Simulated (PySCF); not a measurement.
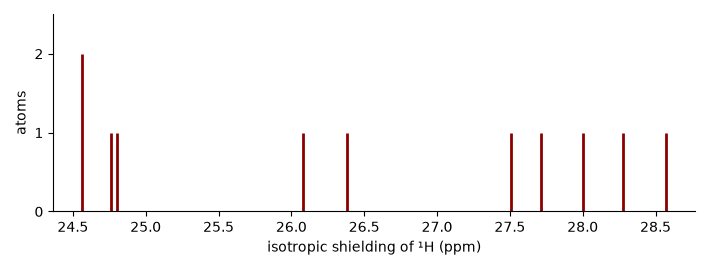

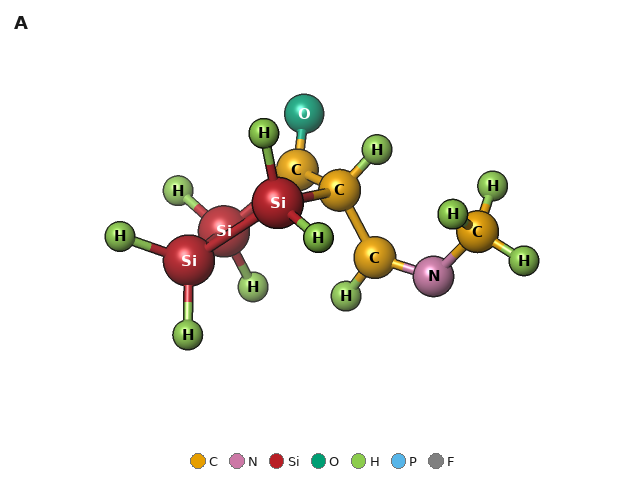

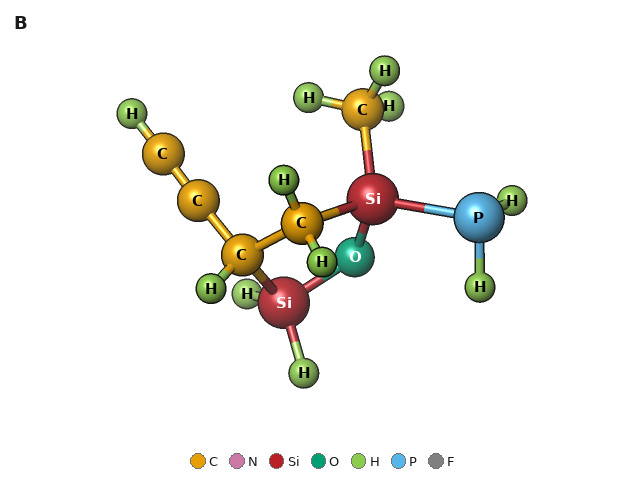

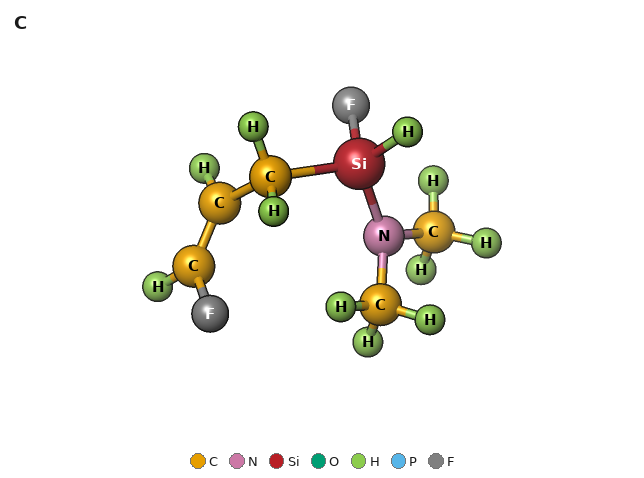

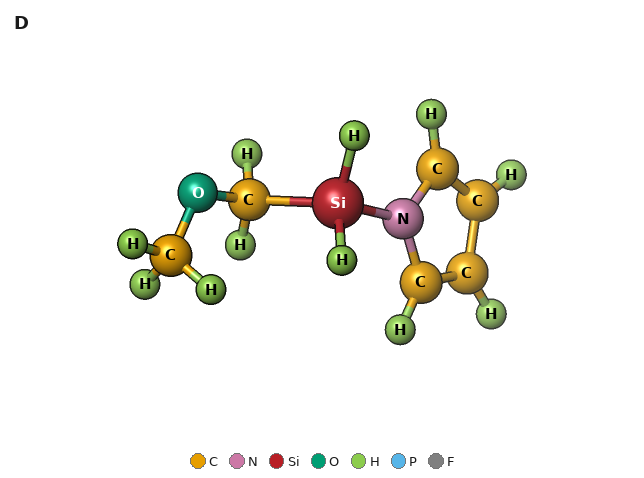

The sticks are computed shieldings of one of the molecules, for one fixed geometry (PBE0-D3(BJ)/def2-SVP) without averaging over rotations. Low shielding means a high chemical shift. Method: GIAO PBE0/pcSseg-1 NMR shielding, non-relativistic, gas phase (PySCF 2.14.0).

**Which molecule gives this pattern?**

D, `COC[SiH2]n1cccc1`. Its 11 H atoms give lines at 24.57 (2 atoms), 24.76, 24.81, 26.08, 26.38, 27.51, 27.71, 28.00, 28.28, 28.57 ppm.

The geometry is semi-empirical. Around P, Si such bond lengths and angles can be off by a tenth of an ångström or more and by several degrees, and values that hang on the shape move with them.
